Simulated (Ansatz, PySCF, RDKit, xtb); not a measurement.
# Isomers of GeH2S2, a sample narrowed down

A sample of isomers of GeH2S2 is drawn. Aim: find which of them has the lowest free energy at 298.15 K, then its properties. The sample is small against all isomers, and the most stable one of this formula need not be in it. One structure proposed beforehand is put among the starts (marked given), to see whether the search confirms or beats it.

The funnel: GFN2-xTB relaxations, single points with a density functional, relaxations at PBE0-D4/def2-SVP, harmonic vibrations, and a last energy at a higher level. All values are calculated.

### 1 Drawing up candidates

Isomers were drawn by moving bonds and hydrogen atoms under normal valences; this is a sample, not all of them. O–O, O–halogen and N–halogen bonds and N–N–N chains are not drawn. That gives 2 candidates.

| label | SMILES | spin |
| --- | --- | --- |
| c530 | [SH][Ge][SH] | singlet |
| c978 | S[S][GeH] | singlet |

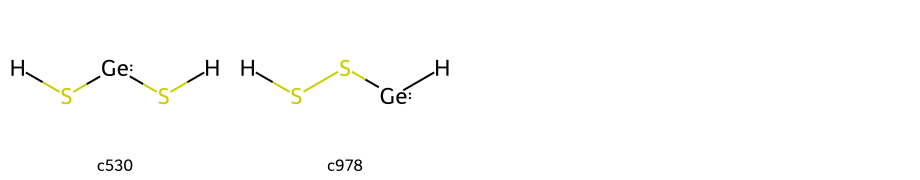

Structural formulas of the candidates.

Candidates are built by distance geometry, with a force field where one applies, in up to four conformers (letters a to d).

### 2 First filter: tight binding

All 3 starts are relaxed the same way. One of them, c978a (drawn by moving bonds, embedded by distance geometry and UFF), in full:

File start.xyz:

```xyz
5
c978a
Ge    -2.011904    -1.826037    -0.717696
S     -1.950201     1.222980     0.069948
S     -1.054353    -0.554781     0.777329
H     -3.073514     1.035269     0.905659
H     -3.515269    -1.722909    -0.593893
```

Launch:

```
$ xtb start.xyz --gfn 2 --opt
```

What it wrote, cut to the lines that bear on the results:

```text
* xtb version 6.7.1
[...]
          :  # basis functions                  32          :
[...]
          :  # electrons                        18          :
[...]
          :  Hamiltonian                  GFN2-xTB          :
[...]
          :  net charge                          0          :
          :  unpaired electrons                  0          :
[...]
   *** convergence criteria satisfied after 13 iterations ***
[...]
   *** GEOMETRY OPTIMIZATION CONVERGED AFTER 15 ITERATIONS ***
[...]
   *** convergence criteria satisfied after 3 iterations ***
[...]
         ::                     SUMMARY                     ::
         :::::::::::::::::::::::::::::::::::::::::::::::::::::
         :: total energy              -9.482583517398 Eh    ::
         :: gradient norm              0.000304323981 Eh/a0 ::
         :: HOMO-LUMO gap              2.815003101714 eV    ::
         ::.................................................::
         :: SCC energy                -9.500579330900 Eh    ::
         :: -> isotropic ES           -0.004030999257 Eh    ::
         :: -> anisotropic ES          0.002124453211 Eh    ::
         :: -> anisotropic XC          0.005669503617 Eh    ::
         :: -> dispersion             -0.004283998504 Eh    ::
         :: repulsion energy           0.017995813502 Eh    ::
         :: add. restraining           0.000000000000 Eh    ::
         :: total charge               0.000000000000 e     ::
         :::::::::::::::::::::::::::::::::::::::::::::::::::::
[...]
         9        2.0000           -0.3820639             -10.3965 (HOMO)
        10                         -0.2786145              -7.5815 (LUMO)
[...]
     #   Z          covCN         q      C6AA      α(0)
     1  32 Ge       2.533     0.291   216.637    28.869
     2  16 S        2.695    -0.068   143.882    20.189
     3  16 S        1.848    -0.240   151.341    20.706
     4   1 H        0.922     0.173     1.247     1.746
     5   1 H        0.863    -0.155     8.020     4.436
[...]
     #   Z sym  total        # sym  WBO       # sym  WBO       # sym  WBO
 ---------------------------------------------------------------------------
     1  32 Ge   2.359 --     5 H    0.954     3 S    0.897     2 S    0.496
     2  16 S    2.605 --     3 S    1.172     4 H    0.931     1 Ge   0.496
     3  16 S    2.111 --     2 S    1.172     1 Ge   0.897
     4   1 H    0.970 --     2 S    0.931
     5   1 H    0.976 --     1 Ge   0.954
 ---------------------------------------------------------------------------
[...]
molecular dipole:
                 x           y           z       tot (Debye)
 q only:       -0.399       0.205      -0.698
   full:       -0.465       0.176      -0.620       2.020
molecular quadrupole (traceless):
[...]
          | TOTAL ENERGY               -9.482583517398 Eh   |
          | GRADIENT NORM               0.000304323981 Eh/α |
          | HOMO-LUMO GAP               2.815003101714 eV   |
           -------------------------------------------------
[...]
```

Run time: 0.07 s. Hardware: 2 threads of Intel Xeon 6975P-C (Granite Rapids), shared host.

### 3 Distinct minima at GFN2-xTB

3 of the 3 relaxations converged. 3 distinct structures remain:

| label | start | SMILES after | spin | energy (kcal/mol) | note |
| --- | --- | --- | --- | --- | --- |
| c530b | drawn | [SH][Ge][SH] | singlet | 0.0 |  |
| c530a | given | [SH][Ge][SH] | singlet | 0.1 |  |
| c978a | drawn | [S]1[SH][GeH]1 ‡ | singlet | 24.9 | bonds changed |

‡ marks the bonded skeleton alone, with all bonds drawn single: no Lewis structure was assigned that passes a check against the bond lengths.

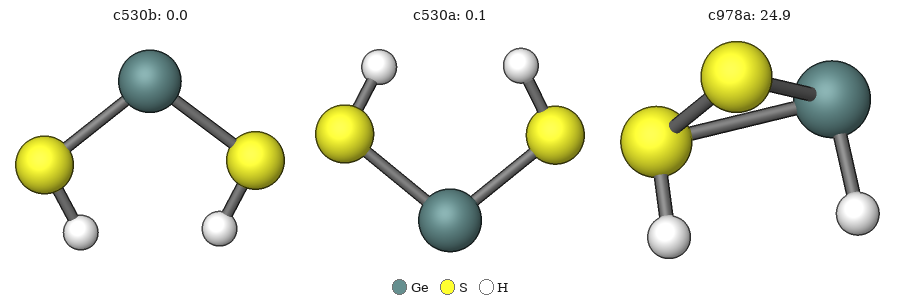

The 3 lowest minima that did not fall apart, with their GFN2-xTB energies in kcal/mol.

### 4 Second filter: single points

A choice of the minima (the low ones first, few conformers of a pattern, up to a cap) and the lowest that fell apart get a single point at r2SCAN-D4/def2-SVP on the tight-binding geometry, and one at HF/STO-3G for comparison. The lowest singlets are also tried as triplets at the same geometry (label ending in t). The first, c530a:

File input.yaml:

```yaml
basis:
  gaussian:
    orbitals: def2-SVP
crystal:
  periodic: [false, false, false]
  atoms:
    - symbol: Ge
      position_ang: [0.306254, 1.399555, -0.685875]
    - symbol: S
      position_ang: [-1.401222, -0.039272, -1.071425]
    - symbol: S
      position_ang: [1.486880, 0.304665, 0.908382]
    - symbol: H
      position_ang: [-1.289450, -0.834117, -0.014656]
    - symbol: H
      position_ang: [0.947337, -0.904532, 0.822074]
hamiltonian:
  xc: {name: r2SCAN}
  dispersion: d4
scf:
  lower_state_search: off
output: {orbitals: {seedname: orbitals}}
```

Launch:

```
$ ansatz run input.yaml --threads 2 --pin off --max-ram 5220MiB --events-out events.jsonl --progress --plain --runs-dir runs
```

What it wrote, cut to the lines that bear on the results:

```text
Warning: RAYON_NUM_THREADS=2 ignored (pool sized by the plan → 2); use --threads N
Functional definition: r2SCAN
  name "r2SCAN"
[...]
877 factors; their error is unknown
[...]
mean field -78207.44495472 eV, -2874.0705911759 hartree, gradient 1.6e-6 eV, S^2 0.000000; 0 other end points of the search recorded, 0 dependent functions left out
reference -78207.44496212 eV, -2874.0705914478 hartree; 33, 33 occupied and 45, 45 virtual orbitals, 877 factors
Total energy: -78207.47663576 eV, -2874.0717554327 hartree
Checks for a lower state left out: stability, starts, cluster_reference, orbital_swaps, neighbouring_geometries, increment
```

It took 0.74 s on 2 threads of Intel Xeon 6975P-C (Granite Rapids), shared host.

Relative energies in kcal/mol, each column from its lowest structure that stays in one piece:

| label | SMILES | spin | GFN2-xTB | HF/STO-3G | r2SCAN-D4/def2-SVP |
| --- | --- | --- | --- | --- | --- |
| c530b | [SH][Ge][SH] | singlet | 0.0 | 0.0 | 0.0 |
| c530a | [SH][Ge][SH] | singlet | 0.1 | 0.9 | 0.5 |
| c978a | [S]1[SH][GeH]1 ‡ | singlet | 24.9 | 28.7 | 35.5 |
| c530bt | [SH][Ge][SH] | triplet | – | – | 65.2 |
| c978at | [S]1[SH][GeH]1 ‡ | triplet | – | – | 102.3 |

‡ marks the bonded skeleton alone, with all bonds drawn single: no Lewis structure was assigned that passes a check against the bond lengths.

### 5 A second chance for lost patterns

Some ordinary bonding patterns rearranged or fell apart under GFN2-xTB. Their starts are relaxed at r2SCAN-D4/def2-SVP instead (label ending in r). The first, c978ar:

File input.yaml:

```yaml
crystal:
  periodic: [false, false, false]
  atoms:
    - symbol: Ge
      position_ang: [-2.011904, -1.826037, -0.717696]
    - symbol: S
      position_ang: [-1.950201, 1.222980, 0.069948]
    - symbol: S
      position_ang: [-1.054353, -0.554781, 0.777329]
    - symbol: H
      position_ang: [-3.073514, 1.035269, 0.905659]
    - symbol: H
      position_ang: [-3.515269, -1.722909, -0.593893]
basis:
  gaussian: {orbitals: def2-SVP}
magnetization: {spin_polarized: false, initial_magnetization: 0}
hamiltonian: {xc: r2scan, dispersion: d4}
scf: {lower_state_search: "off"}
relax: {f_tol: 0.01}
output: {orbitals: {seedname: orbitals}}
```

Launch:

```
$ ansatz run input.yaml --threads 2 --pin off --max-ram 5220MiB --events-out events.jsonl --progress --plain --runs-dir runs
```

What it wrote, cut to the lines that bear on the results:

```text
Warning: RAYON_NUM_THREADS=2 ignored (pool sized by the plan → 2); use --threads N
[...]
[... 2 set-up lines as earlier in the session ...]
[...]
877 factors; their error is unknown
[...]
mean field -78205.17104658 eV, -2873.9870265928 hartree, gradient 2.5e-6 eV, S^2 0.000000; 0 other end points of the search recorded, 0 dependent functions left out
[...]
reference -78205.17105445 eV, -2873.9870268823 hartree; 33, 33 occupied and 45, 45 virtual orbitals, 877 factors
relax step   1: F+E_penalty+E_count = -78205.20377197 eV  Δ(F+E_penalty+E_count) = +0.000e0 eV  max|allowed force component| = 1.704e0 eV/Å  Δτ_max = 0.0000 Å  (15 SCF iters, accepted)
[...]
relax step   7: F+E_penalty+E_count = -78205.77982344 eV  Δ(F+E_penalty+E_count) = -6.150e-2 eV  max|allowed force component| = 7.382e-1 eV/Å  Δτ_max = 0.1262 Å  (21 SCF iters, accepted)
[...]
relax step  25: F+E_penalty+E_count = -78205.94862103 eV  Δ(F+E_penalty+E_count) = -1.194e-4 eV  max|allowed force component| = 2.714e-2 eV/Å  Δτ_max = 0.0062 Å  (21 SCF iters, accepted)
[...]
relax step  26: F+E_penalty+E_count = -78205.94868560 eV  Δ(F+E_penalty+E_count) = -6.457e-5 eV  max|allowed force component| = 8.830e-4 eV/Å  Δτ_max = 0.0076 Å  (21 SCF iters, accepted)
Total energy: -78205.94869363 eV, -2874.0156045950 hartree
Atom 0 at    -1.872761    -2.345764    -0.558287 Å, force     0.000345    -0.000085    -0.000007 eV/Å
Atom 1 at    -2.841008     0.955278     0.320300 Å, force     0.000007    -0.000838     0.000597 eV/Å
Atom 2 at    -1.456632    -0.595691     0.721518 Å, force    -0.000883     0.000321    -0.000100 eV/Å
Atom 3 at    -2.321762     1.802358     1.242070 Å, force     0.000510     0.000517    -0.000265 eV/Å
Atom 4 at    -3.113078    -1.661658    -1.284254 Å, force     0.000021     0.000085    -0.000226 eV/Å
Dipole moment:    -0.026240     0.100291     0.034057 e Å
Checks for a lower state left out: stability, starts, cluster_reference, orbital_swaps, neighbouring_geometries, increment
```

Run time: 23 s. Hardware: 2 threads of Intel Xeon 6975P-C (Granite Rapids), shared host.

Energies at r2SCAN-D4/def2-SVP after that relaxation, from the lowest structure of the screen (which was not relaxed at this level):

| label | SMILES | spin | energy (kcal/mol) |
| --- | --- | --- | --- |
| c978ar | S[S][GeH] | singlet | 35.8 |

### 6 Relaxing the best candidates

3 candidates are relaxed at PBE0-D4/def2-SVP (chosen among the lowest in one piece). The first, c530a:

File input.yaml:

```yaml
basis:
  gaussian:
    orbitals: def2-SVP
crystal:
  periodic: [false, false, false]
  atoms:
    - {symbol: Ge, position_ang: [0.306254, 1.399555, -0.685875]}
    - {symbol: S, position_ang: [-1.401222, -0.039272, -1.071425]}
    - {symbol: S, position_ang: [1.486880, 0.304665, 0.908382]}
    - {symbol: H, position_ang: [-1.289450, -0.834117, -0.014656]}
    - {symbol: H, position_ang: [0.947337, -0.904532, 0.822074]}
hamiltonian:
  xc: pbe0
  dispersion: d4
scf:
  lower_state_search: "off"
relax:
  f_tol: 0.003
```

Launch:

```
$ ansatz run input.yaml --threads 2 --pin off --max-ram 5220MiB --events-out events.jsonl --progress --plain --runs-dir runs
```

What it wrote, cut to the lines that bear on the results:

```text
Warning: RAYON_NUM_THREADS=2 ignored (pool sized by the plan → 2); use --threads N
[...]
Functional definition: PBE0
  name "PBE0"
[...]
793 factors; integrals over basis functions are off by at most 3.1e-4 eV
[...]
mean field -78194.28349334 eV, -2873.5869163912 hartree, gradient 7.8e-6 eV, S^2 0.000000; 0 other end points of the search recorded, 0 dependent functions left out
[...]
reference -78194.28351308 eV, -2873.5869171166 hartree; 33, 33 occupied and 45, 45 virtual orbitals, 793 factors
relax step   1: F+E_penalty+E_count = -78194.41267461 eV  Δ(F+E_penalty+E_count) = +0.000e0 eV  max|allowed force component| = 6.809e-1 eV/Å  Δτ_max = 0.0000 Å  (13 SCF iters, accepted)
[...]
relax step   6: F+E_penalty+E_count = -78194.45366215 eV  Δ(F+E_penalty+E_count) = -3.101e-4 eV  max|allowed force component| = 1.840e-2 eV/Å  Δτ_max = 0.0202 Å  (18 SCF iters, accepted)
[...]
relax step   7: F+E_penalty+E_count = -78194.45374239 eV  Δ(F+E_penalty+E_count) = -8.024e-5 eV  max|allowed force component| = 1.118e-3 eV/Å  Δτ_max = 0.0062 Å  (14 SCF iters, accepted)
Total energy: -78194.45376203 eV, -2873.5931736500 hartree
Atom 0 at     0.309386     1.407288    -0.691590 Å, force    -0.000114    -0.001118     0.000168 eV/Å
Atom 1 at    -1.463382     0.049353    -0.983063 Å, force     0.000223     0.000938     0.000377 eV/Å
Atom 2 at     1.556814     0.269479     0.798686 Å, force    -0.000075     0.000640    -0.000281 eV/Å
Atom 3 at    -1.147390    -0.969659    -0.153535 Å, force     0.000127    -0.000479    -0.000395 eV/Å
Atom 4 at     0.794372    -0.830162     0.988002 Å, force    -0.000162     0.000018     0.000131 eV/Å
Dipole moment:    -0.035045    -0.165988     0.079904 e Å
Checks for a lower state left out: stability, starts, cluster_reference, orbital_swaps, neighbouring_geometries, increment
```

Wall time 6.3 s (2 threads of Intel Xeon 6975P-C (Granite Rapids), shared host).

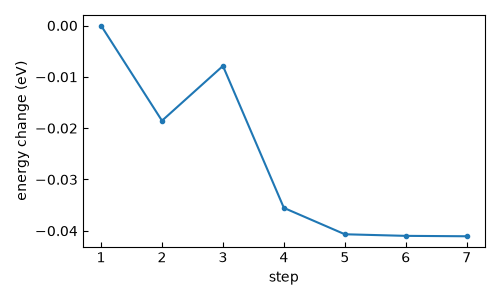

Energy along the run, all evaluated steps.

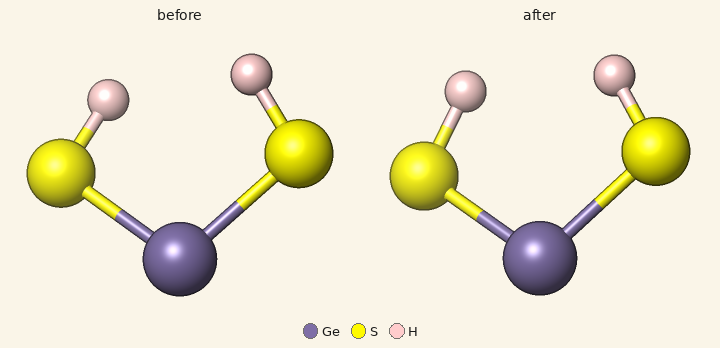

Before and after, at one scale.

After the run. Bond lengths: Ge1–S2 2.252 Å, Ge1–S3 2.252 Å, S2–H4 1.351 Å, S3–H5 1.351 Å. Angles: S2–Ge1–S3 102.5°, Ge1–S2–H4 101.0°, Ge1–S3–H5 101.0°.

### 7 The relaxed candidates

| label | spin | r2SCAN-D4/def2-SVP (kcal/mol) | PBE0-D4/def2-SVP, relaxed (kcal/mol) | time | note |
| --- | --- | --- | --- | --- | --- |
| c530b | singlet | 0.0 | 0.0 | 5.7 s | same minimum as c530a |
| c530a | singlet | 0.5 | 0.0 | 6.3 s |  |
| c978a | singlet | 35.5 | 33.6 | 5.1 s |  |

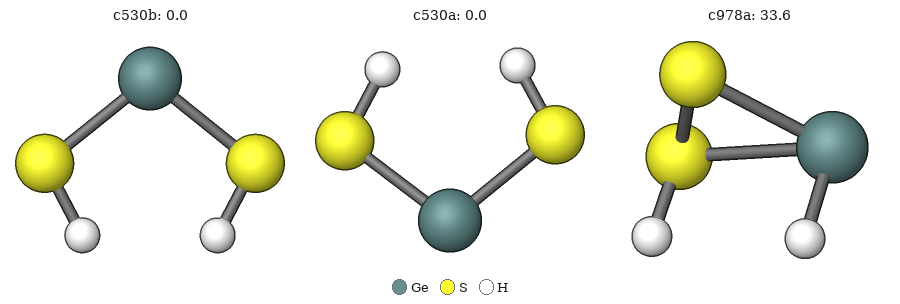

The relaxed structures, with energies at PBE0-D4/def2-SVP in kcal/mol.

### 8 Vibrations and thermal terms

The lowest few in one piece go on as finalists. Harmonic vibrations at PBE0-D4/def2-SVP test each finalist and give the zero-point energy and the thermal terms. The first, c530a:

File input.yaml:

```yaml
crystal:
  periodic: [false, false, false]
  atoms:
    - {symbol: Ge, position_ang: [0.309386, 1.407288, -0.691590]}
    - {symbol: S, position_ang: [-1.463382, 0.049353, -0.983063]}
    - {symbol: S, position_ang: [1.556814, 0.269479, 0.798686]}
    - {symbol: H, position_ang: [-1.147390, -0.969659, -0.153535]}
    - {symbol: H, position_ang: [0.794372, -0.830162, 0.988002]}
basis:
  gaussian:
    orbitals: def2-SVP
hamiltonian:
  xc: pbe0
  dispersion: d4
scf:
  lower_state_search: "off"
phonons: {}
```

Launch:

```
$ ansatz run input.yaml --threads 2 --pin off --max-ram 5220MiB --events-out events.jsonl --progress --plain --runs-dir runs
```

What it wrote, cut to the lines that bear on the results:

```text
Warning: RAYON_NUM_THREADS=2 ignored (pool sized by the plan → 2); use --threads N
[... 2 set-up lines as earlier in the session ...]
[...]
789 factors; integrals over basis functions are off by at most 2.9e-4 eV
[...]
mean field -78194.32426087 eV, -2873.5884145704 hartree, gradient 5.3e-6 eV, S^2 0.000000; 0 other end points of the search recorded, 0 dependent functions left out
[...]
reference -78194.32428051 eV, -2873.5884152919 hartree; 33, 33 occupied and 45, 45 virtual orbitals, 789 factors
[...]
789 factors; integrals over basis functions are off by at most 2.9e-4 eV
[...]
mean field -78194.32422828 eV, -2873.5884133726 hartree, gradient 2.1e-6 eV, S^2 0.000000; 0 other end points of the search recorded, 0 dependent functions left out
[...]
reference -78194.32424791 eV, -2873.5884140941 hartree; 33, 33 occupied and 45, 45 virtual orbitals, 789 factors
[...]
reference -78194.32427042 eV, -2873.5884149214 hartree; 33, 33 occupied and 45, 45 virtual orbitals, 789 factors
Total energy: -78194.45376329 eV, -2873.5931736964 hartree
Atom 0 at     0.309386     1.407288    -0.691590 Å, force    -0.000116    -0.001121     0.000168 eV/Å
Atom 1 at    -1.463382     0.049353    -0.983063 Å, force     0.000215     0.000953     0.000364 eV/Å
Atom 2 at     1.556814     0.269479     0.798686 Å, force    -0.000070     0.000639    -0.000278 eV/Å
Atom 3 at    -1.147390    -0.969659    -0.153535 Å, force     0.000133    -0.000492    -0.000384 eV/Å
Atom 4 at     0.794372    -0.830162     0.988002 Å, force    -0.000163     0.000021     0.000130 eV/Å
Dipole moment:    -0.035045    -0.165989     0.079904 e Å
Vibrations: 173.34 230.26 328.44 371.37 387.08 598.23 689.68 2706.10 2707.62 cm⁻¹, zero-point energy 0.507846 eV
Checks for a lower state left out: stability, starts, cluster_reference, orbital_swaps, neighbouring_geometries, increment
```

Wall time 22 s (2 threads of Intel Xeon 6975P-C (Granite Rapids), shared host).

### 9 Thermal terms of the finalists

At 298.15 K and 1 atm, ideal gas, rigid rotor and harmonic oscillator:

| label | SMILES | spin | point group | lowest mode (cm⁻¹) | zero-point (kcal/mol) | G − E (kcal/mol) |
| --- | --- | --- | --- | --- | --- | --- |
| c530a | [SH][Ge][SH] | singlet | C2v | 173 | 11.7 | -6.6 |
| c978a | [S]1[SH][GeH]1 ‡ | singlet | C1 | 229 | 11.6 | -7.0 |

Chiral structures get −RT ln 2 for their mirror image.

‡ marks the bonded skeleton alone, with all bonds drawn single: no Lewis structure was assigned that passes a check against the bond lengths.

### 10 The final energy

Single points at CCSD(T)/def2-TZVP on the refined geometries decide the order.

c530a, CCSD(T)/def2-TZVP:

File input.yaml:

```yaml
crystal:
  periodic: [false, false, false]
  atoms:
    - symbol: Ge
      position_ang: [0.309386, 1.407288, -0.691590]
    - symbol: S
      position_ang: [-1.463382, 0.049353, -0.983063]
    - symbol: S
      position_ang: [1.556814, 0.269479, 0.798686]
    - symbol: H
      position_ang: [-1.147390, -0.969659, -0.153535]
    - symbol: H
      position_ang: [0.794372, -0.830162, 0.988002]
basis:
  gaussian:
    orbitals: def2-TZVP
correlation:
  method: ccsd_t
  frozen_orbitals: {Ge: 9, S: 5, H: 0}
```

Launch:

```
$ ansatz run input.yaml --threads 2 --pin off --max-ram 5220MiB --events-out events.jsonl --progress --plain --runs-dir runs
```

What it wrote, cut to the lines that bear on the results:

```text
Warning: RAYON_NUM_THREADS=2 ignored (pool sized by the plan → 2); use --threads N
Functional definition: HF
  name "HF"
[...]
867 factors; integrals over basis functions are off by at most 1.0e-3 eV
[...]
mean field -78142.07624031 eV, -2871.6683352298 hartree, gradient 1.1e-6 eV, S^2 0.000000; 0 other end points of the search recorded, 0 dependent functions left out
19 core orbitals not correlated: weight in the atoms' cores, before any rotation towards them, 1.000 or more for the frozen orbitals, at most 0.000 for the correlated occupied ones
reference -78142.07624031 eV, -2871.6683352298 hartree; 14, 14 occupied and 101, 101 virtual orbitals, 867 factors
second order -15.55860343 eV of doubles, -0.00000000 eV of singles
cycle   1  -15.99304926 eV  change   -4.3e-1 eV  update   1.0e-1
[...]
cycle   9  -16.55964327 eV  change    1.5e-5 eV  update   2.7e-5
perturbative correction -0.79547224 eV, -0.0292330658 hartree
Total energy: -78159.43135582 eV, -2872.3061239611 hartree
```

It took 6.9 s on 2 threads of Intel Xeon 6975P-C (Granite Rapids), shared host; peak memory 0.71 GiB.

### 11 c978a at CCSD(T)/def2-TZVP

File input.yaml:

```yaml
crystal:
  periodic: [false, false, false]
  atoms:
    - {symbol: Ge, position_ang: [-2.066262, -1.350086, -1.024458]}
    - {symbol: S, position_ang: [-1.914894, 0.904118, 0.085029]}
    - {symbol: S, position_ang: [-0.999169, -0.733090, 0.996937]}
    - {symbol: H, position_ang: [-3.137139, 0.870355, 0.683630]}
    - {symbol: H, position_ang: [-3.487777, -1.536775, -0.299790]}
basis:
  gaussian:
    orbitals: def2-TZVP
correlation:
  method: ccsd_t
  frozen_orbitals: {Ge: 9, S: 5, H: 0}
```

Launch:

```
$ ansatz run input.yaml --threads 2 --pin off --max-ram 5220MiB --events-out events.jsonl --progress --plain --runs-dir runs
```

What it wrote, cut to the lines that bear on the results:

```text
Warning: RAYON_NUM_THREADS=2 ignored (pool sized by the plan → 2); use --threads N
[... 2 set-up lines as earlier in the session ...]
[...]
869 factors; integrals over basis functions are off by at most 9.1e-4 eV
[...]
mean field -78140.54131059 eV, -2871.6119276031 hartree, gradient 9.0e-6 eV, S^2 0.000000; 0 other end points of the search recorded, 0 dependent functions left out
19 core orbitals not correlated: weight in the atoms' cores, before any rotation towards them, 1.000 or more for the frozen orbitals, at most 0.000 for the correlated occupied ones
reference -78140.54131059 eV, -2871.6119276031 hartree; 14, 14 occupied and 101, 101 virtual orbitals, 869 factors
second order -15.79070183 eV of doubles, -0.00000000 eV of singles
cycle   1  -16.10587801 eV  change   -3.2e-1 eV  update   1.1e-1
[...]
cycle  10  -16.72607236 eV  change    3.2e-5 eV  update   2.3e-5
perturbative correction -0.83979751 eV, -0.0308619893 hartree
Total energy: -78158.10718047 eV, -2872.2574614143 hartree
```

Wall time 8.4 s (2 threads of Intel Xeon 6975P-C (Granite Rapids), shared host); peak memory 0.71 GiB.

(Part 1 of 2 ends here.)
